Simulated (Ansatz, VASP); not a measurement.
## Cross-check of InP between VASP and Ansatz

One calculation is typed for both programs; each brings its own data sets. How far apart do they land? The cell is taken from a series of VASP runs on this material, whose earlier steps may have relaxed, scaled or displaced it; both programs get it as it stands. Valence electrons are named where the data sets of a main pair hold unlike numbers.

Program: Ansatz 0.2.0. Level of theory: plane waves, with VASP 6.6.1 beside it; band structure at PBE with D3(BJ), single point at PBE with D3(BJ) and band structure at PBE with D3(BJ), spin-orbit coupling. Results are calculated unless marked as measured.

## Step 1: The starting structure

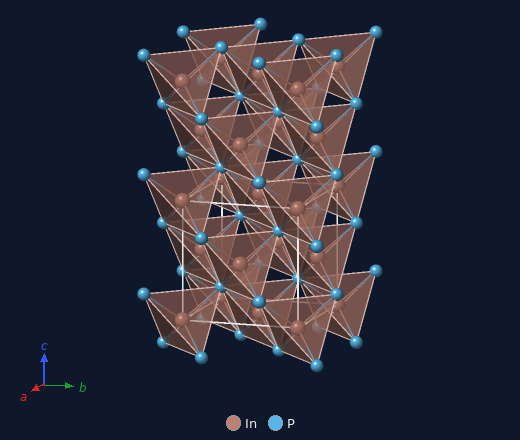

Start, viewed slightly off an axis; indium pink, phosphorus blue. 1×1×2 cells are drawn. This picture shows the conventional cell, with its axes. Some periodic images of atoms are drawn too.

## Step 2: Ansatz: band structure, PBE with D3(BJ)

Ansatz runs on its default PAW (the set named soft_2) files.

The same path points are solved in both programs, so levels can be compared one by one.

Contents of input.yaml:

```yaml
crystal:
  lattice:
    - [0.0, 2.9457387471, 2.9457387471]
    - [2.9457387471, 0.0, 2.9457387471]
    - [2.9457387471, 2.9457387471, 0.0]
  atoms:
    - { symbol: In, position: [0.0, 0.0, 0.0] }
    - { symbol: P, position: [0.25, 0.25, 0.25] }
hamiltonian:
  xc: pbe
  pseudopotentials: { kind: paw }
  dispersion: d3bj
kpoints:
  mp_grid: { grid: [7, 7, 7] }
  band_path:
    path:
      - [0.0, 0.0, 0.0]
      - [0.16667, 0.0, 0.16667]
      - [0.33333, 0.0, 0.33333]
      - [0.5, 0.0, 0.5]
      - [0.5, 0.08333, 0.58333]
      - [0.5, 0.18333, 0.68333]
      - [0.5, 0.25, 0.75]
      - [0.45, 0.3, 0.75]
      - [0.40833, 0.34167, 0.75]
      - [0.35, 0.35, 0.7]
      - [0.225, 0.225, 0.45]
      - [0.075, 0.075, 0.15]
      - [0.03333, 0.03333, 0.03333]
      - [0.23333, 0.23333, 0.23333]
      - [0.4, 0.4, 0.4]
      - [0.51667, 0.46667, 0.51667]
      - [0.55833, 0.38333, 0.55833]
      - [0.60833, 0.28333, 0.60833]
      - [0.60833, 0.25, 0.64167]
      - [0.55833, 0.25, 0.69167]
      - [0.51667, 0.25, 0.73333]
      - [0.5, 0.3, 0.7]
      - [0.5, 0.38333, 0.61667]
      - [0.5, 0.48333, 0.51667]
      - [0.475, 0.475, 0.55]
      - [0.425, 0.425, 0.65]
      - [0.38333, 0.38333, 0.73333]
      - [0.59167, 0.18333, 0.59167]
      - [0.55, 0.1, 0.55]
      - [0.5, 0.0, 0.5]
    npoints: 1
scf:
  occupations: { method: gaussian, width: 0.05 }
  n_extra_bands: 7
output:
  forces: true
  stress: true
  eigenvalues: true
```

Command:

```
$ ansatz run input.yaml --threads 2 --pin off --max-ram 4608MiB --backend cpu --events-out ev --progress --plain --runs-dir out
```

Numbers of over 12 decimals in the logs are rounded to 6 here.

The log of the run:

```text
scf.n_extra_bands = 7 over 9 filled bands (N_el = 18.0): the run solves 16 bands
Engine: ansatz 0.2.0, aarch64-unknown-linux-gnu
Pseudopotentials: kind: paw
Pseudopotential: In, paw, valence charge 13, recommended cutoff 420 eV (normal), In.paw.azcp
Pseudopotential: P, paw, valence charge 5, recommended cutoff 420 eV (normal), P.paw.azcp
Functional definition: PBE
  parameter kappa = 0.804
  parameter beta = 0.066725
  exchange = pbe_x(kappa = kappa, mu = beta*pi^2/3)
  correlation = pbe_c(beta = beta)
Crystal: 2 atoms, lattice volume = 51.123 Å³
Basis set: ecut = 420 eV, 965 PW (Γ), exchange–correlation on 60×60×60 points (8 copies of the dense FFT grid, shifted against one another)
Bands: 16, of which v1, the nominal top of the filled ones, is band 9 counted from 1 (8 counted from 0)
Symmetry: 24 space group operations
Space group: F-43m (ITA 216), of the structure as read, at distance tolerance 3.7e-5 Å
k-points: 20 of 343 (time reversal used)
Non-local potential: In, projectors of the file, l = 0: 2, l = 1: 2, l = 2: 2, l = 3: 2
Non-local potential: P, projectors of the file, l = 0: 2, l = 1: 2, l = 2: 2
PAW form: soft (Blöchl's): semilocal exchange-correlation on the pseudo side does not see the compensation charge
PAW one-centre angular grid: In, 590 points (default); XC on 64 Gauss nodes
PAW one-centre angular grid: P, 110 points (default); XC on 64 Gauss nodes
Initial density: superposition of atomic densities (neutral atoms: chi_scale 0, normalization atom), corrected by the library's trained network
Initial wavefunctions: pseudopotential atomic-orbital guess
Functional: x = pbe(κ = 0.804, μ = 0.219515), c = pbe(β = 0.066725)
SCF iter   1: F=—  HF=-6354.610368 eV  |F-HF|=—  |Δ(HF+E_count)|=         —  Δρ=2.05e-3  dr2=4.25e-3  ethr=1.77e-3  ⟨swp⟩=6.4  Hψ=2044  notcnv=0  defer=4
preconditioner: auto → none  [insulator: Δε(μ)=0.616 eV  Ē_g=16.919 eV  σ=0.050 eV  W_gap=1.00  n_scr=14 (ndim 8)  ℏωp=22.0 eV  f_vac=0.022  D(μ)=0.00/eV (n_scr^D=0)  ε∞_Penn≈2.7]
SCF iter   2: F=—  HF=-6354.608808 eV  |F-HF|=—  |Δ(HF+E_count)|=   1.56e-3  Δρ=1.48e-3  dr2=1.11e-3  ethr=2.36e-5  ⟨swp⟩=2.0  Hψ=716  notcnv=0  defer=42
SCF iter   3: F=—  HF=-6354.608446 eV  |F-HF|=—  |Δ(HF+E_count)|=   3.62e-4  Δρ=4.88e-4  dr2=1.13e-4  ethr=6.19e-6  ⟨swp⟩=2.4  Hψ=460  notcnv=0  defer=42
SCF iter   4: F=—  HF=-6354.608488 eV  |F-HF|=—  |Δ(HF+E_count)|=   4.25e-5  Δρ=2.32e-4  dr2=2.06e-5  ethr=6.29e-7  ⟨swp⟩=2.0  Hψ=454  notcnv=0  defer=42
SCF iter   5: F=—  HF=-6354.608482 eV  |F-HF|=—  |Δ(HF+E_count)|=   6.75e-6  Δρ=4.01e-5  dr2=1.28e-6  ethr=1.14e-7  ⟨swp⟩=2.0  Hψ=446  notcnv=0  defer=42
SCF iter   6: F=—  HF=-6354.608482 eV  |F-HF|=—  |Δ(HF+E_count)|=   5.08e-7  Δρ=1.85e-5  dr2=1.34e-7  ethr=7.08e-9  ⟨swp⟩=2.0  Hψ=351  notcnv=0  defer=42
SCF iter   7: F=-6354.608482 eV  HF=-6354.608482 eV  |F-HF|=1.09e-11  |Δ(HF+E_count)|=   3.15e-8  Δρ=6.36e-7  dr2=1.93e-10  ethr=5.56e-10  ⟨swp⟩=9.8  Hψ=1716  notcnv=0
SCF 1 converged in 7 iterations: F = -6354.608482 eV  dr2 = 1.93e-10
  greatest PAW one-centre occupation: 0.981 electrons in one spin orbital (limit 2), on the In atom at site 0 (counted from 0), in its partial waves of l = 2
NSCF: frozen V_eff on 30 k-points
SCF converged after 7 iterations
Free energy (F): -6354.608482 eV
Harris-Foulkes:  -6354.608482 eV  (|F-HF|=1.09e-11)
Internal energy: -6354.608482 eV  (E = F + TS)
E sigma→0 (E₀):  -6354.608482 eV
Fermi energy:    7.119098 eV
--- Per-component energies (eV) ---
  E_band       = -54.947090
  E_kinetic    = 313.296158
  E_local      = -1407.655015  (includes V_loc(G=0)·N_el)
  E_nonlocal   = 401.430814
  E_hartree    = 555.016125
  E_xc         = -276.478602
  E_vxc        = -159.707820  (∫ρ·V_xc dr)
  E_paw        = -4725.207848  (= ΣΔE_a)
  E_vpaw       = -312.343496  (= ΣTr[D̂ρ^β])
  E_aug_tail   = 0.000029  (compensation charges beyond the density's cutoff)
  E_ewald      = -1214.393380
  E_disp       = -0.616763  (pairwise vdW)
  E_smearing   = -0.000000  (= −TS)
  E_closure    = 0.000000  (closes the sum)
  Σ components = -6354.608482   (vs F -6354.608482, Δ=0.00e0)
--- Forces (eV/Å), atoms counted from 1 ---
  atom   1  In     0.00000000    -0.00000000     0.00000000
  atom   2  P     -0.00000000     0.00000000     0.00000000
  max |Σ_I F_I| component: 1.11e-16 eV/Å
--- Stress (GPa, compression-positive) ---
        0.062586       0.000000      -0.000000
        0.000000       0.062586       0.000000
       -0.000000       0.000000       0.062586
  P = ⅓ Tr σ = 0.0626 GPa (0.626 kbar)
--- Band table (eV; the first three rows and the last of 20) ---
  k-point 0: bands = [... 5 lower, -4.6094, 6.8021, 6.8021, 6.8021, 7.4318, 10.8904, 10.8904, 10.8904, ... 3 higher]
  k-point 1: bands = [... 5 lower, -4.3833, 4.9912, 6.5733, 6.5733, 8.4789, 11.1177, 11.2295, 11.2295, ... 3 higher]
  k-point 2: bands = [... 5 lower, -3.7696, 2.8970, 6.1599, 6.1599, 8.5008, 11.6365, 11.6365, 12.4886, ... 3 higher]
  k-point 19: bands = [... 5 lower, -2.2969, 1.3029, 3.6261, 4.5027, 10.2150, 11.4612, 12.6545, 13.5682, ... 3 higher]
```

It took 3 s on 2 threads of Arm Neoverse N1, shared host; peak memory 0.28 GiB.

## Step 3: VASP: band structure, PBE with D3(BJ)

The same cell, functional, mesh and smearing now go to VASP, with its own data sets.

Lines of VASP's logs that name or quote its potential files are left out, and so is its time.

Contents of INCAR:

```
SYSTEM = InP
PREC = Accurate
ENCUT = 400
EDIFF = 1E-06
NELM = 100
ISMEAR = 0
SIGMA = 0.05
LREAL = .FALSE.
ALGO = Normal
GGA = PE
IVDW = 12
NBANDS = 21
LORBIT = 11
LWAVE = .FALSE.
LCHARG = .FALSE.
KPAR = 2
```

Contents of POSCAR:

```
InP
1.0
    0.0000000000      2.9457387471      2.9457387471
    2.9457387471      0.0000000000      2.9457387471
    2.9457387471      2.9457387471      0.0000000000
In P
1 1
Direct
    0.0000000000      0.0000000000      0.0000000000
    0.2500000000      0.2500000000      0.2500000000
```

Contents of KPOINTS:

```
Automatic mesh
0
Gamma
7 7 7
0 0 0
```

Contents of KPOINTS_OPT:

```
Line mode
16
Line-mode
Reciprocal
  0.00000000   0.00000000   0.00000000 GAMMA
  0.50000000   0.00000000   0.50000000 X

  0.50000000   0.00000000   0.50000000 X
  0.50000000   0.25000000   0.75000000 W

  0.50000000   0.25000000   0.75000000 W
  0.37500000   0.37500000   0.75000000 K

  0.37500000   0.37500000   0.75000000 K
  0.00000000   0.00000000   0.00000000 GAMMA

  0.00000000   0.00000000   0.00000000 GAMMA
  0.50000000   0.50000000   0.50000000 L

  0.50000000   0.50000000   0.50000000 L
  0.62500000   0.25000000   0.62500000 U

  0.62500000   0.25000000   0.62500000 U
  0.50000000   0.25000000   0.75000000 W

  0.50000000   0.25000000   0.75000000 W
  0.50000000   0.50000000   0.50000000 L

  0.50000000   0.50000000   0.50000000 L
  0.37500000   0.37500000   0.75000000 K

  0.62500000   0.25000000   0.62500000 U
  0.50000000   0.00000000   0.50000000 X
```

PAW data sets: In_d and P (PBE family, release 64).

Command:

```
$ mpirun -np 2 vasp_std
```

The log of the run:

```text
[banner, memory and clock lines left out]
running    2 mpi-ranks, on    1 nodes
 distrk:  each k-point on    1 cores,    2 groups
 distr:  one band on    1 cores,    1 groups

 POSCAR found type information on POSCAR InP
 POSCAR found :  2 types and       2 ions
 LDA part: xc-table for (Slater+PW92), standard interpolation
 POSCAR, INCAR and KPOINTS ok, starting setup
 FFT: planning ... GRIDC
 FFT: planning ... GRID_SOFT
 FFT: planning ... GRID
 WAVECAR not read
 entering main loop
       N       E                     dE             d eps       ncg     rms          rms(c)
DAV:   1     0.117202113477E+03    0.11720E+03   -0.65906E+03   871   0.777E+02
DAV:   2     0.111016046267E+01   -0.11609E+03   -0.10886E+03   901   0.241E+02
DAV:   3    -0.852954930264E+01   -0.96397E+01   -0.95431E+01   988   0.669E+01
DAV:   4    -0.879565561692E+01   -0.26611E+00   -0.26583E+00   999   0.111E+01
DAV:   5    -0.880810881310E+01   -0.12453E-01   -0.12452E-01  1230   0.226E+00    0.555E+00
DAV:   6    -0.841826716235E+01    0.38984E+00   -0.41293E-01  1303   0.964E+00    0.324E+00
DAV:   7    -0.838936493579E+01    0.28902E-01   -0.11157E-01  1244   0.228E+00    0.126E+00
DAV:   8    -0.838997461239E+01   -0.60968E-03   -0.14146E-02  1039   0.104E+00    0.266E-01
DAV:   9    -0.839053871064E+01   -0.56410E-03   -0.10069E-03   996   0.250E-01    0.122E-01
DAV:  10    -0.839069893083E+01   -0.16022E-03   -0.17682E-04  1067   0.163E-01    0.663E-02
DAV:  11    -0.839078027677E+01   -0.81346E-04   -0.11096E-04   925   0.757E-02    0.275E-02
DAV:  12    -0.839077947442E+01    0.80236E-06   -0.48402E-06   993   0.144E-02
   1 F= -.90073746E+01 E0= -.90073746E+01  d E =-.418013E-19
 Start KPOINTS_OPT (optional k-point list driver)
k-point batch [1-20\160]
       N       E                     dE             ncg
DAV:   1     0.943780603575E+03   -0.59549E+04      874
DAV:   2    -0.147297581144E+04   -0.24168E+04      895
DAV:   3    -0.167457390295E+04   -0.20160E+03     1008
DAV:   4    -0.168010496840E+04   -0.55311E+01     1039
DAV:   5    -0.168037207887E+04   -0.26711E+00     1158
DAV:   6    -0.168037946123E+04   -0.73824E-02     1104
DAV:   7    -0.168037960197E+04   -0.14074E-03     1156
DAV:   8    -0.168037960379E+04   -0.18205E-05      928
DAV:   9    -0.168037960395E+04   -0.16046E-06      638
[...]
k-point batch [141-160\160]
       N       E                     dE             ncg
DAV:   1     0.680056967834E+03   -0.10852E+05      873
DAV:   2    -0.159838249375E+04   -0.22784E+04      893
DAV:   3    -0.179000376818E+04   -0.19162E+03     1082
DAV:   4    -0.179536265762E+04   -0.53589E+01      986
DAV:   5    -0.179561512812E+04   -0.25247E+00     1251
DAV:   6    -0.179561808567E+04   -0.29575E-02     1026
DAV:   7    -0.179561818913E+04   -0.10346E-03     1239
DAV:   8    -0.179561818999E+04   -0.85938E-06      843
```

OUTCAR, selected parts (step 3):

```text
ion  position               nearest neighbor table
   1  0.000  0.000  0.000-   2 2.55   2 2.55   2 2.55   2 2.55
   2  0.250  0.250  0.250-   1 2.55   1 2.55   1 2.55   1 2.55

  LATTYP: Found a face centered cubic cell.
 ALAT       =     5.8914774942

 Subroutine GETGRP returns: Found 24 space group operations
 (whereof 24 operations were pure point group operations)

The static configuration has the point symmetry T_d .

 Found     20 irreducible k-points:

   k-points           NKPTS =     20   k-points in BZ     NKDIM =     20   number of bands    NBANDS=     21

   dimension x,y,z NGX =    28 NGY =   28 NGZ =   28
   dimension x,y,z NGXF=    56 NGYF=   56 NGZF=   56

   ENCUT  =  400.0 eV  29.40 Ry    5.42 a.u.   6.79  6.79  6.79*2*pi/ulx,y,z

   NELECT =      18.0000    total number of electrons

 k-points in reciprocal lattice and weights: Automatic mesh
   0.00000000  0.00000000  0.00000000       0.003
   0.14285714  0.00000000  0.00000000       0.023
   0.28571429  0.00000000  0.00000000       0.023
   0.42857143  0.00000000  0.00000000       0.023
   0.14285714  0.14285714  0.00000000       0.017
   0.28571429  0.14285714  0.00000000       0.070
   0.42857143  0.14285714  0.00000000       0.070
  -0.42857143  0.14285714  0.00000000       0.070
  -0.28571429  0.14285714  0.00000000       0.070
[...]
-0.42857143  0.42857143  0.14285714       0.070
  -0.28571429  0.42857143  0.14285714       0.070

 average (electrostatic) potential at core
       1 -95.7962       2 -82.8828

 E-fermi :   5.3240

 k-point     1 :       0.0000    0.0000    0.0000
  band No.  band energies     occupation
    ...
      5      -8.9921      2.00000
      6      -6.3899      2.00000
      7       5.0227      2.00000
      8       5.0227      2.00000
      9       5.0227      2.00000
     10       5.6483      0.00000
     11       9.1129      0.00000
     12       9.1129      0.00000
     13       9.1129      0.00000
     14      13.5297      0.00000
    ...

 k-point     2 :       0.1429    0.0000    0.0000
  band No.  band energies     occupation
    ...
      5      -8.9918      2.00000
      6      -6.1636      2.00000
      7       3.2106      2.00000
      8       4.7939      2.00000
      9       4.7939      2.00000
     10       6.6965      0.00000
     11       9.3391      0.00000
     12       9.4526      0.00000
     13       9.4526      0.00000
     14      13.7259      0.00000
    ...

 k-point     3 :       0.2857    0.0000    0.0000
  band No.  band energies     occupation
    ...
      5      -8.9879      2.00000
      6      -5.5498      2.00000
      7       1.1165      2.00000
      8       4.3805      2.00000
      9       4.3805      2.00000
     10       6.7180      0.00000
     11       9.8601      0.00000
     12       9.8601      0.00000
     13      10.7089      0.00000
     14      13.7490      0.00000
    ...

 Edisp (eV)   -0.61660

  Total       0.00383     0.00383     0.00383    -0.00000     0.00000    -0.00000
  in kB       0.11997     0.11997     0.11997    -0.00000     0.00000    -0.00000
  external pressure =        0.12 kB  Pullay stress =        0.00 kB

  energy-cutoff  :      400.00
  volume of cell :       51.12
      direct lattice vectors                 reciprocal lattice vectors
     0.000000000  2.945738747  2.945738747    -0.169736709  0.169736709  0.169736709
     2.945738747  0.000000000  2.945738747     0.169736709 -0.169736709  0.169736709
     2.945738747  2.945738747  0.000000000     0.169736709  0.169736709 -0.169736709

 POSITION                                       TOTAL-FORCE (eV/Angst)
 -----------------------------------------------------------------------------------
      0.00000      0.00000      0.00000         0.000000      0.000000      0.000000
      1.47287      1.47287      1.47287        -0.000000     -0.000000     -0.000000
 -----------------------------------------------------------------------------------
    total drift:                                0.000000      0.000000      0.000000

  FREE ENERGIE OF THE ION-ELECTRON SYSTEM (eV)
  ---------------------------------------------------
  free  energy   TOTEN  =        -9.0073745615 eV

  energy  without entropy=       -9.0073745615  energy(sigma->0) =       -9.00737456

 total charge
# of ion       s       p       d       tot
------------------------------------------
    1        0.826   0.752   9.898  11.476
    2        1.031   1.489   0.000   2.520
--------------------------------------------------
tot          1.857   2.241   9.898  13.996

[... 3 further parts left out ...]
```

Spin-orbit coupling is off here; with elements this heavy it splits and shifts levels by tenths of an eV or more.

## Step 4: Comparison

Known differences besides the potentials themselves: the cutoff is 420 eV in Ansatz and 400 eV in VASP; VASP leaves aspherical gradient terms in its spheres out (LASPH is not set), Ansatz keeps them. Total energies have different zeros and are not compared.

Both answers:

```tsv
quantity	Ansatz	VASP	difference
pressure (GPa)	0.06	0.01	+0.05
gap over the path points (eV)	0.630	0.626	+0.004
```

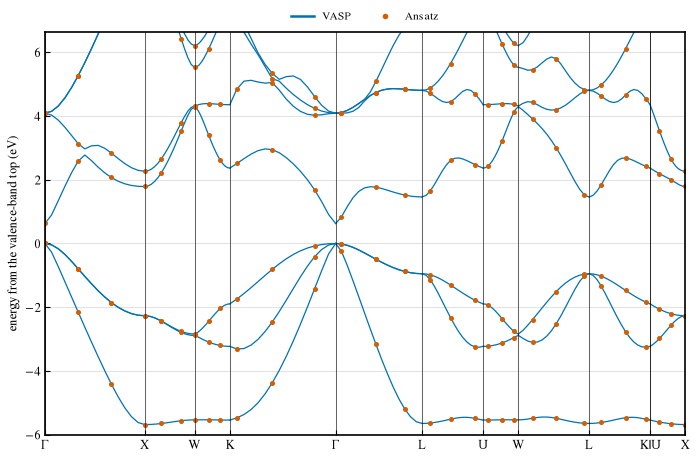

Bands from VASP (lines) and levels from Ansatz (dots). Dots without a line are higher empty bands that the VASP plot leaves out.

Levels at points of the path, from each program's valence-band top (eV; 3 filled, then empty):

```tsv
k (reciprocal lattice)	Ansatz	VASP
0.000 0.000 0.000	0.00 0.00 0.00 0.63 4.09 4.09	0.00 0.00 0.00 0.63 4.09 4.09
0.167 0.000 0.167	-2.15 -0.79 -0.79 2.59 3.14 5.26	-2.15 -0.79 -0.79 2.58 3.13 5.27
0.333 0.000 0.333	-4.42 -1.85 -1.85 2.07 2.84 7.53	-4.42 -1.85 -1.85 2.07 2.84 7.54
0.500 0.000 0.500	-5.68 -2.27 -2.27 1.79 2.27 9.11	-5.68 -2.27 -2.27 1.79 2.27 9.12
0.500 0.083 0.583	-5.65 -2.44 -2.43 2.22 2.66 8.30	-5.65 -2.44 -2.43 2.22 2.66 8.31
0.500 0.183 0.683	-5.56 -2.79 -2.76 3.54 3.80 6.42	-5.56 -2.79 -2.76 3.54 3.80 6.42
0.500 0.250 0.750	-5.54 -2.89 -2.84 4.29 4.32 5.53	-5.54 -2.89 -2.84 4.29 4.32 5.53
0.450 0.300 0.750	-5.53 -3.09 -2.44 3.40 4.39 6.11	-5.53 -3.09 -2.44 3.40 4.39 6.11
0.408 0.342 0.750	-5.54 -3.20 -2.04 2.61 4.37 6.94	-5.54 -3.20 -2.04 2.60 4.37 6.95
0.350 0.350 0.700	-5.47 -3.31 -1.74 2.51 4.85 7.03	-5.47 -3.31 -1.74 2.51 4.85 7.04
```

Among the levels compared at these points, filled levels agree within 2 meV and empty ones within 9 meV. Ansatz's pressure holds a Pulay correction of 0.04 GPa; VASP's holds none.

## Step 5: Further runs

Further runs change the set-up of one program: Ansatz's method, potentials or start, or VASP's data sets, cutoff or form of LDA. The table gives Ansatz less VASP for each quantity, since a change that brings one quantity closer may part another.

```tsv
run	pressure (GPa)	gap over the path points (eV)
as above	0.051	0.0039
Ansatz's all-electron LAPW method	0.050	0.0024
```

## Step 6: Ansatz: single point, PBE with D3(BJ)

A single point gives forces, pressure and levels at one fixed geometry, so differences don't come from the geometry; what else differs is listed under the comparison.

The cell is taken from a series of VASP runs on this material, whose earlier steps may have relaxed, scaled or displaced it; both programs get it as it stands.

input.yaml, the sections that differ from step 2:

```yaml
kpoints:
  mp_grid: { grid: [10, 10, 10] }
scf:
  occupations: { method: gaussian, width: 0.05 }
  n_extra_bands: 4
output:
  forces: true
  stress: true
  eigenvalues: true
  write_density: true
  write_potential: true
  elf: true
  volumetric_format: npy
# crystal, hamiltonian: as in step 2
```

Command:

```
$ ansatz run input.yaml --threads 2 --pin off --max-ram 4608MiB --backend cpu --events-out ev --progress --plain --runs-dir out
```

The log of the run:

```text
[...]
Crystal: 2 atoms, lattice volume = 51.123 Å³
Basis set: ecut = 420 eV, 965 PW (Γ), exchange–correlation on 60×60×60 points (8 copies of the dense FFT grid, shifted against one another)
Bands: 13, of which v1, the nominal top of the filled ones, is band 9 counted from 1 (8 counted from 0)
Symmetry: 24 space group operations
[...]
k-points: 47 of 1000 (time reversal used)
[...]
--- Band table (eV; the first three rows and the last of 47) ---
  k-point 0: bands = [... 5 lower, -4.6121, 6.7991, 6.7991, 6.7991, 7.4299, 10.8895, 10.8895, 10.8895]
  k-point 1: bands = [... 5 lower, -4.5000, 5.6343, 6.6784, 6.6784, 8.2365, 10.9492, 11.0725, 11.0725]
  k-point 2: bands = [... 5 lower, -4.1782, 4.1238, 6.4038, 6.4038, 8.5857, 11.4404, 11.4404, 11.5516]
  k-point 46: bands = [... 5 lower, -2.2365, 1.2502, 3.9672, 4.0059, 10.5909, 10.7916, 12.9072, 13.3703]
[key lines of the parts left out:]
SCF converged after 6 iterations
Free energy (F): -6354.613121 eV
Fermi energy:    7.116636 eV
P = ⅓ Tr σ = 0.0735 GPa (0.735 kbar)
```

Run time: 4.1 s. Hardware: 2 threads; peak memory 0.32 GiB.

The run ends at a pressure of 0.07 GPa.

(Continued in part 2 of 2.)

[Lines on the potential files, build, host, timing and source positions are cut from VASP's logs without a mark.]

[Logs are printed without paths, hosts, clocks, repeated set-up lines and the standing remarks that a program may print on its own settings, such as how far it seeks lower states.]

[Hosts, paths, dates, database ids (printed as entryN), source tags and the programs' standing remarks are cut or masked in the printed files.]
